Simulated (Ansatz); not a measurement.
# AlAsH₈N₂ (built from SMILES [AsH3].[NH2][AlH][NH2]): search for a transition state, part 3 of 3

Ansatz 0.2.0, Gaussian basis; PBE0-D4.

## Step 8: Relaxing after a step of 0.30 Å the other way along the mode

Input file downb/in.yaml:

```yaml
crystal:
  periodic: [false, false, false]
  atoms:
    - {symbol: Al, position_ang: [-0.532241, 0.457640, 0.097510]}
    - {symbol: H, position_ang: [-0.752508, 0.475404, -1.459114]}
    - {symbol: N, position_ang: [0.486005, 1.670262, 0.923008]}
    - {symbol: N, position_ang: [-1.779576, -0.513975, 0.888532]}
    - {symbol: H, position_ang: [0.459849, -0.470577, -1.299690]}
    - {symbol: As, position_ang: [1.557915, -1.210291, -0.523153]}
    - {symbol: H, position_ang: [0.064802, 2.526117, 1.247278]}
    - {symbol: H, position_ang: [1.497673, 1.753819, 0.883211]}
    - {symbol: H, position_ang: [-2.514105, -0.947266, 0.368113]}
    - {symbol: H, position_ang: [-1.843369, -0.750218, 1.872730]}
    - {symbol: H, position_ang: [2.375375, -0.653834, -1.641593]}
    - {symbol: H, position_ang: [0.980181, -2.337080, -1.356732]}
basis:
  gaussian: {orbitals: def2-TZVP}
hamiltonian: {xc: pbe0, dispersion: d4}
relax: {f_tol: 0.005, max_steps: 200}
```

The run is started by

```bash
ansatz run in.yaml --threads 8 --pin off --events-out ev --progress --plain --max-ram 19148MiB
```

The log of the run:

```text
Functional definition: PBE0
  name "PBE0"
  cite "Adamo & Barone, J. Chem. Phys. 110, 6158 (1999) doi:10.1063/1.478522"
  cite "Perdew, Burke & Ernzerhof, Phys. Rev. Lett. 77, 3865 (1996) doi:10.1103/PhysRevLett.77.3865"
  parent pbe
  parameter a = 0.25
  parameter kappa = 0.804
  parameter beta = 0.06672455060314922
  exchange = (1 - a)*pbe_x(kappa = kappa, mu = beta*pi^2/3) + a*exact_x
  correlation = pbe_c(beta = beta)
1364 factors; their error is unknown
mean field evaluation 1: about -70522.4184 eV, gradient 8.7e1 eV
mean field evaluation 2: about -70492.0158 eV, gradient 1.3e2 eV
mean field evaluation 4: about -70536.3203 eV, gradient 6.9e0 eV
mean field evaluation 8: about -70536.4263 eV, gradient 1.3e-1 eV
mean field evaluation 16: about -70536.6885 eV, gradient 4.2e-4 eV
mean field -70536.68854691 eV, -2592.1754926143 hartree, gradient 4.6e-5 eV, S^2 0.000000; 0 other end points of the search recorded, 0 dependent functions left out
the calculation of the forces begins
reference -70536.68858313 eV, -2592.1754939454 hartree; 34, 34 occupied and 161, 161 virtual orbitals, 1364 factors
relax step   1: F+E_penalty+E_count = -70536.90885730 eV  Δ(F+E_penalty+E_count) = +0.000e0 eV  max|allowed force component| = 8.575e-1 eV/Å  Δτ_max = 0.0000 Å  (29 SCF iters, accepted)
these checks for a lower state are left out or cut short: starts, cluster_reference, orbital_swaps, neighbouring_geometries, increment
1364 factors; their error is unknown
mean field -70536.98906176 eV, -2592.1865363313 hartree, gradient 1.4e-5 eV, S^2 0.000000; 0 other end points of the search recorded, 0 dependent functions left out
the calculation of the forces begins
reference -70536.98909828 eV, -2592.1865376734 hartree; 34, 34 occupied and 161, 161 virtual orbitals, 1364 factors
relax step   2: F+E_penalty+E_count = -70537.20492227 eV  Δ(F+E_penalty+E_count) = -2.961e-1 eV  max|allowed force component| = 3.139e-1 eV/Å  Δτ_max = 0.1949 Å  (30 SCF iters, accepted)
these checks for a lower state are left out or cut short: starts, cluster_reference, orbital_swaps, neighbouring_geometries, increment
1364 factors; their error is unknown
mean field evaluation 32: about -70537.1573 eV, gradient 1.4e-5 eV
mean field -70537.15731840 eV, -2592.1927196486 hartree, gradient 1.4e-5 eV, S^2 0.000000; 0 other end points of the search recorded, 0 dependent functions left out
the calculation of the forces begins
reference -70537.15735549 eV, -2592.1927210117 hartree; 34, 34 occupied and 161, 161 virtual orbitals, 1364 factors
relax step   3: F+E_penalty+E_count = -70537.36817837 eV  Δ(F+E_penalty+E_count) = -1.633e-1 eV  max|allowed force component| = 4.200e-1 eV/Å  Δτ_max = 0.1987 Å  (30 SCF iters, accepted)
[... from here on, the SCF cycles and remarks between the steps are left out ...]
relax step   4: F+E_penalty+E_count = -70537.46547312 eV  Δ(F+E_penalty+E_count) = -9.729e-2 eV  max|allowed force component| = 2.670e-1 eV/Å  Δτ_max = 0.2000 Å  (29 SCF iters, accepted)
relax step   5: F+E_penalty+E_count = -70537.49799248 eV  Δ(F+E_penalty+E_count) = -3.252e-2 eV  max|allowed force component| = 3.444e-1 eV/Å  Δτ_max = 0.2000 Å  (29 SCF iters, accepted)
relax step   6: F+E_penalty+E_count = -70537.52856913 eV  Δ(F+E_penalty+E_count) = -3.058e-2 eV  max|allowed force component| = 9.073e-1 eV/Å  Δτ_max = 0.1935 Å  (30 SCF iters, accepted)
relax step   7: F+E_penalty+E_count = -70537.57703451 eV  Δ(F+E_penalty+E_count) = -4.847e-2 eV  max|allowed force component| = 7.559e-1 eV/Å  Δτ_max = 0.1642 Å  (30 SCF iters, accepted)
relax step   8: F+E_penalty+E_count = -70537.64061662 eV  Δ(F+E_penalty+E_count) = -6.358e-2 eV  max|allowed force component| = 4.028e-1 eV/Å  Δτ_max = 0.2000 Å  (29 SCF iters, accepted)
relax step   9: F+E_penalty+E_count = -70537.69391785 eV  Δ(F+E_penalty+E_count) = -5.330e-2 eV  max|allowed force component| = 2.616e-1 eV/Å  Δτ_max = 0.1999 Å  (30 SCF iters, accepted)
relax step  10: F+E_penalty+E_count = -70537.71440007 eV  Δ(F+E_penalty+E_count) = -2.048e-2 eV  max|allowed force component| = 2.448e-1 eV/Å  Δτ_max = 0.1780 Å  (29 SCF iters, accepted)
relax step  11: F+E_penalty+E_count = -70537.71833863 eV  Δ(F+E_penalty+E_count) = -3.939e-3 eV  max|allowed force component| = 6.068e-1 eV/Å  Δτ_max = 0.2000 Å  (29 SCF iters, accepted)
relax step  12: F+E_penalty+E_count = -70537.73809480 eV  Δ(F+E_penalty+E_count) = -1.976e-2 eV  max|allowed force component| = 6.078e-2 eV/Å  Δτ_max = 0.2000 Å  (30 SCF iters, accepted)
relax step  13: F+E_penalty+E_count = -70537.73990603 eV  Δ(F+E_penalty+E_count) = -1.811e-3 eV  max|allowed force component| = 2.652e-1 eV/Å  Δτ_max = 0.1322 Å  (31 SCF iters, accepted)
relax step  14: F+E_penalty+E_count = -70537.74423757 eV  Δ(F+E_penalty+E_count) = -4.332e-3 eV  max|allowed force component| = 1.451e-1 eV/Å  Δτ_max = 0.0605 Å  (31 SCF iters, accepted)
relax step  15: F+E_penalty+E_count = -70537.74427062 eV  Δ(F+E_penalty+E_count) = -3.305e-5 eV  max|allowed force component| = 1.675e-1 eV/Å  Δτ_max = 0.0391 Å  (31 SCF iters, accepted)
relax step  16: F+E_penalty+E_count = -70537.74686525 eV  Δ(F+E_penalty+E_count) = -2.595e-3 eV  max|allowed force component| = 5.905e-2 eV/Å  Δτ_max = 0.1158 Å  (30 SCF iters, accepted)
relax step  17: F+E_penalty+E_count = -70537.74810350 eV  Δ(F+E_penalty+E_count) = -1.238e-3 eV  max|allowed force component| = 1.130e-1 eV/Å  Δτ_max = 0.0947 Å  (31 SCF iters, accepted)
relax step  18: F+E_penalty+E_count = -70537.75009790 eV  Δ(F+E_penalty+E_count) = -1.994e-3 eV  max|allowed force component| = 1.265e-1 eV/Å  Δτ_max = 0.0428 Å  (31 SCF iters, accepted)
relax step  19: F+E_penalty+E_count = -70537.75183755 eV  Δ(F+E_penalty+E_count) = -1.740e-3 eV  max|allowed force component| = 1.200e-1 eV/Å  Δτ_max = 0.0583 Å  (31 SCF iters, accepted)
relax step  20: F+E_penalty+E_count = -70537.75341035 eV  Δ(F+E_penalty+E_count) = -1.573e-3 eV  max|allowed force component| = 1.240e-1 eV/Å  Δτ_max = 0.0907 Å  (31 SCF iters, accepted)
relax step  21: F+E_penalty+E_count = -70537.75479265 eV  Δ(F+E_penalty+E_count) = -1.382e-3 eV  max|allowed force component| = 1.151e-1 eV/Å  Δτ_max = 0.0485 Å  (31 SCF iters, accepted)
relax step  22: F+E_penalty+E_count = -70537.75615072 eV  Δ(F+E_penalty+E_count) = -1.358e-3 eV  max|allowed force component| = 8.467e-2 eV/Å  Δτ_max = 0.1178 Å  (31 SCF iters, accepted)
relax step  23: F+E_penalty+E_count = -70537.75712089 eV  Δ(F+E_penalty+E_count) = -9.702e-4 eV  max|allowed force component| = 5.365e-2 eV/Å  Δτ_max = 0.0225 Å  (31 SCF iters, accepted)
relax step  24: F+E_penalty+E_count = -70537.75740870 eV  Δ(F+E_penalty+E_count) = -2.878e-4 eV  max|allowed force component| = 4.524e-2 eV/Å  Δτ_max = 0.0249 Å  (31 SCF iters, accepted)
relax step  25: F+E_penalty+E_count = -70537.75772239 eV  Δ(F+E_penalty+E_count) = -3.137e-4 eV  max|allowed force component| = 1.726e-2 eV/Å  Δτ_max = 0.0462 Å  (31 SCF iters, accepted)
relax step  26: F+E_penalty+E_count = -70537.75786653 eV  Δ(F+E_penalty+E_count) = -1.441e-4 eV  max|allowed force component| = 1.888e-2 eV/Å  Δτ_max = 0.0388 Å  (31 SCF iters, accepted)
relax step  27: F+E_penalty+E_count = -70537.75802043 eV  Δ(F+E_penalty+E_count) = -1.539e-4 eV  max|allowed force component| = 3.130e-2 eV/Å  Δτ_max = 0.0494 Å  (31 SCF iters, accepted)
relax step  28: F+E_penalty+E_count = -70537.75818628 eV  Δ(F+E_penalty+E_count) = -1.658e-4 eV  max|allowed force component| = 4.403e-2 eV/Å  Δτ_max = 0.0501 Å  (31 SCF iters, accepted)
relax step  29: F+E_penalty+E_count = -70537.75836163 eV  Δ(F+E_penalty+E_count) = -1.754e-4 eV  max|allowed force component| = 4.498e-2 eV/Å  Δτ_max = 0.0345 Å  (31 SCF iters, accepted)
relax step  30: F+E_penalty+E_count = -70537.75861655 eV  Δ(F+E_penalty+E_count) = -2.549e-4 eV  max|allowed force component| = 5.616e-2 eV/Å  Δτ_max = 0.0611 Å  (31 SCF iters, accepted)
relax step  31: F+E_penalty+E_count = -70537.75881204 eV  Δ(F+E_penalty+E_count) = -1.955e-4 eV  max|allowed force component| = 6.149e-2 eV/Å  Δτ_max = 0.0366 Å  (31 SCF iters, accepted)
relax step  32: F+E_penalty+E_count = -70537.75908476 eV  Δ(F+E_penalty+E_count) = -2.727e-4 eV  max|allowed force component| = 9.225e-2 eV/Å  Δτ_max = 0.0786 Å  (31 SCF iters, accepted)
relax step  33: F+E_penalty+E_count = -70537.75931887 eV  Δ(F+E_penalty+E_count) = -2.341e-4 eV  max|allowed force component| = 7.856e-2 eV/Å  Δτ_max = 0.0363 Å  (31 SCF iters, accepted)
relax step  34: F+E_penalty+E_count = -70537.75976367 eV  Δ(F+E_penalty+E_count) = -4.448e-4 eV  max|allowed force component| = 6.060e-2 eV/Å  Δτ_max = 0.0531 Å  (31 SCF iters, accepted)
relax step  35: F+E_penalty+E_count = -70537.76029223 eV  Δ(F+E_penalty+E_count) = -5.286e-4 eV  max|allowed force component| = 4.199e-2 eV/Å  Δτ_max = 0.0925 Å  (30 SCF iters, accepted)
relax step  36: F+E_penalty+E_count = -70537.76047094 eV  Δ(F+E_penalty+E_count) = -1.787e-4 eV  max|allowed force component| = 5.054e-2 eV/Å  Δτ_max = 0.0913 Å  (31 SCF iters, accepted)
relax step  37: F+E_penalty+E_count = -70537.76067722 eV  Δ(F+E_penalty+E_count) = -2.063e-4 eV  max|allowed force component| = 3.871e-2 eV/Å  Δτ_max = 0.0063 Å  (32 SCF iters, accepted)
relax step  38: F+E_penalty+E_count = -70537.76086495 eV  Δ(F+E_penalty+E_count) = -1.877e-4 eV  max|allowed force component| = 2.120e-2 eV/Å  Δτ_max = 0.0126 Å  (32 SCF iters, accepted)
relax step  39: F+E_penalty+E_count = -70537.76106343 eV  Δ(F+E_penalty+E_count) = -1.985e-4 eV  max|allowed force component| = 1.290e-2 eV/Å  Δτ_max = 0.0464 Å  (31 SCF iters, accepted)
relax step  40: F+E_penalty+E_count = -70537.76114336 eV  Δ(F+E_penalty+E_count) = -7.993e-5 eV  max|allowed force component| = 3.971e-2 eV/Å  Δτ_max = 0.0945 Å  (31 SCF iters, accepted)
relax step  41: F+E_penalty+E_count = -70537.76124813 eV  Δ(F+E_penalty+E_count) = -1.048e-4 eV  max|allowed force component| = 2.406e-2 eV/Å  Δτ_max = 0.0184 Å  (31 SCF iters, accepted)
relax step  42: F+E_penalty+E_count = -70537.76128999 eV  Δ(F+E_penalty+E_count) = -4.186e-5 eV  max|allowed force component| = 1.427e-2 eV/Å  Δτ_max = 0.0045 Å  (32 SCF iters, accepted)
relax step  43: F+E_penalty+E_count = -70537.76135583 eV  Δ(F+E_penalty+E_count) = -6.583e-5 eV  max|allowed force component| = 7.762e-3 eV/Å  Δτ_max = 0.0228 Å  (31 SCF iters, accepted)
relax step  44: F+E_penalty+E_count = -70537.76137909 eV  Δ(F+E_penalty+E_count) = -2.326e-5 eV  max|allowed force component| = 1.039e-2 eV/Å  Δτ_max = 0.0204 Å  (31 SCF iters, accepted)
relax step  45: F+E_penalty+E_count = -70537.76139236 eV  Δ(F+E_penalty+E_count) = -1.327e-5 eV  max|allowed force component| = 8.768e-3 eV/Å  Δτ_max = 0.0108 Å  (32 SCF iters, accepted)
relax step  46: F+E_penalty+E_count = -70537.76140865 eV  Δ(F+E_penalty+E_count) = -1.629e-5 eV  max|allowed force component| = 4.207e-3 eV/Å  Δτ_max = 0.0077 Å  (32 SCF iters, accepted)
relax step  47: F+E_penalty+E_count = -70537.76142034 eV  Δ(F+E_penalty+E_count) = -1.169e-5 eV  max|allowed force component| = 6.296e-3 eV/Å  Δτ_max = 0.0107 Å  (32 SCF iters, accepted)
relax step  48: F+E_penalty+E_count = -70537.76142068 eV  Δ(F+E_penalty+E_count) = -3.419e-7 eV  max|allowed force component| = 7.601e-3 eV/Å  Δτ_max = 0.0079 Å  (32 SCF iters, accepted)
these checks for a lower state are left out or cut short: starts, cluster_reference, orbital_swaps, neighbouring_geometries, increment
1364 factors; their error is unknown
mean field evaluation 352: about -70537.5679 eV, gradient 1.4e-4 eV
mean field -70537.56792429 eV, -2592.2078091367 hartree, gradient 5.0e-6 eV, S^2 0.000000; 0 other end points of the search recorded, 0 dependent functions left out
the calculation of the forces begins
reference -70537.56796384 eV, -2592.2078105903 hartree; 34, 34 occupied and 161, 161 virtual orbitals, 1364 factors
relax step  49: F+E_penalty+E_count = -70537.76142656 eV  Δ(F+E_penalty+E_count) = -5.880e-6 eV  max|allowed force component| = 4.758e-3 eV/Å  Δτ_max = 0.0016 Å  (32 SCF iters, accepted)
1364 factors; their error is unknown
mean field -70537.56792429 eV, -2592.2078091367 hartree, gradient 5.0e-6 eV, S^2 0.000000; 1 other end points of the search recorded, 0 dependent functions left out
the calculation of the forces begins
reference -70537.56796384 eV, -2592.2078105903 hartree; 34, 34 occupied and 161, 161 virtual orbitals, 1364 factors
Total energy: -70537.76146612 eV, -2592.2149216678 hartree
Atom 0 at    -1.243032     1.164163     0.114569 Å, force    -0.001149    -0.000181     0.000248 eV/Å
Atom 1 at    -2.110048     2.087519    -0.829962 Å, force     0.000572    -0.000695     0.000394 eV/Å
Atom 2 at     0.424312     1.619076     0.503454 Å, force     0.004758     0.000231     0.002214 eV/Å
Atom 3 at    -1.918810    -0.336274     0.760913 Å, force     0.003654    -0.001507     0.001993 eV/Å
Atom 4 at     0.714758    -1.310056    -1.546779 Å, force    -0.000610     0.000617    -0.000804 eV/Å
Atom 5 at     1.611739    -1.587269    -0.353099 Å, force    -0.000406    -0.000107     0.001349 eV/Å
Atom 6 at     1.025332     1.143638     1.156661 Å, force    -0.002718     0.000991    -0.001953 eV/Å
Atom 7 at     0.870486     2.456015     0.165831 Å, force    -0.001951    -0.001246    -0.000351 eV/Å
Atom 8 at    -2.862549    -0.646499     0.599887 Å, force    -0.000731     0.000037    -0.000179 eV/Å
Atom 9 at    -1.423534    -1.003065     1.330142 Å, force    -0.002392     0.002323    -0.002333 eV/Å
Atom 10 at     2.736776    -0.733321    -0.914631 Å, force     0.000506     0.001039    -0.000355 eV/Å
Atom 11 at     2.174571    -2.853926    -0.986887 Å, force     0.000467    -0.001503    -0.000222 eV/Å
Dipole moment:     0.124379    -0.101652     0.097371 e Å
```

Run time: 3.3 min. Hardware: 8 threads of Intel Xeon at 2.50GHz, shared host.

Along the way: (not every step is listed)

| step | energy from step 1 (eV) | largest force component (eV/Å) |
| --- | --- | --- |
| 1 | 0.0000 | 0.8575 |
| 2 | -0.2961 | 0.3139 |
| 3 | -0.4593 | 0.4200 |
| 4 | -0.5566 | 0.2670 |
| 5 | -0.5891 | 0.3444 |
| 6 | -0.6197 | 0.9073 |
| 7 | -0.6682 | 0.7559 |
| 8 | -0.7318 | 0.4028 |
| 9 | -0.7851 | 0.2616 |
| 12 | -0.8292 | 0.0608 |
| 15 | -0.8354 | 0.1675 |
| 18 | -0.8412 | 0.1265 |
| 21 | -0.8459 | 0.1151 |
| 24 | -0.8486 | 0.0452 |
| 27 | -0.8492 | 0.0313 |
| 30 | -0.8498 | 0.0562 |
| 33 | -0.8505 | 0.0786 |
| 36 | -0.8516 | 0.0505 |
| 39 | -0.8522 | 0.0129 |
| 42 | -0.8524 | 0.0143 |
| 44 | -0.8525 | 0.0104 |
| 45 | -0.8525 | 0.0088 |
| 46 | -0.8526 | 0.0042 |
| 47 | -0.8526 | 0.0063 |
| 48 | -0.8526 | 0.0076 |
| 49 | -0.8526 | 0.0048 |

Distances of close pairs at the start and the end, largest changes first:

| bond | before (Å) | after (Å) | change (Å) |
| --- | --- | --- | --- |
| Al1–H5 | 1.949 | 3.566 | +1.617 |
| Al1–As6 | 2.745 | 3.992 | +1.247 |
| As6–H11 | 1.493 | 1.520 | +0.027 |
| H5–As6 | 1.535 | 1.519 | -0.016 |
| Al1–N3 | 1.786 | 1.772 | -0.014 |
| N3–H8 | 1.016 | 1.007 | -0.009 |
| As6–H12 | 1.516 | 1.524 | +0.008 |
| Al1–H2 | 1.572 | 1.580 | +0.008 |

## Step 9: The three structures

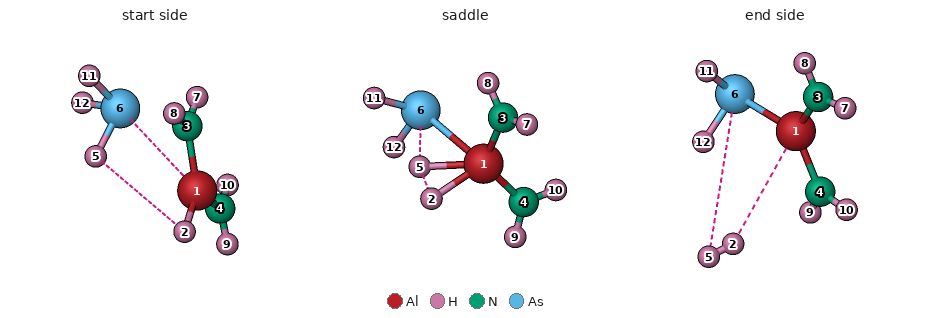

The minimum on the start side, the saddle and the minimum on the end side; broken lines join the pairs that change, where they aren't drawn as bonds.

| pair | start side (Å) | saddle (Å) | end side (Å) |
| --- | --- | --- | --- |
| Al1–As6 | 3.992 | 2.657 | 2.431 |
| H2–H5 | 4.476 | 1.149 | 0.748 |
| Al1–H2 | 1.580 | 1.703 | 3.478 |
| H5–As6 | 1.519 | 1.877 | 4.914 |

## Step 10: Summary of results

This closing draws on all 3 parts.

| quantity | value |
| --- | --- |
| imaginary mode | 980i cm⁻¹ |
| barrier from the start side | 22.8 kcal/mol |
| barrier from the end side | 31.3 kcal/mol |
| energy of the step | -8.5 kcal/mol |
| pairs that change | Al1–As6 formed, H2–H5 formed, Al1–H2 broken, H5–As6 broken |
| zero-point energy at the saddle | 2.166 eV |

What this shows: The point has a single imaginary mode (980i cm⁻¹), as a transition state must. Going downhill both ways gives the intended start and end. At PBE0-D4/def2-TZVP the electronic barrier is 22.8 kcal/mol, about 39 kT at 298 K, and the step runs 8.5 kcal/mol downhill.
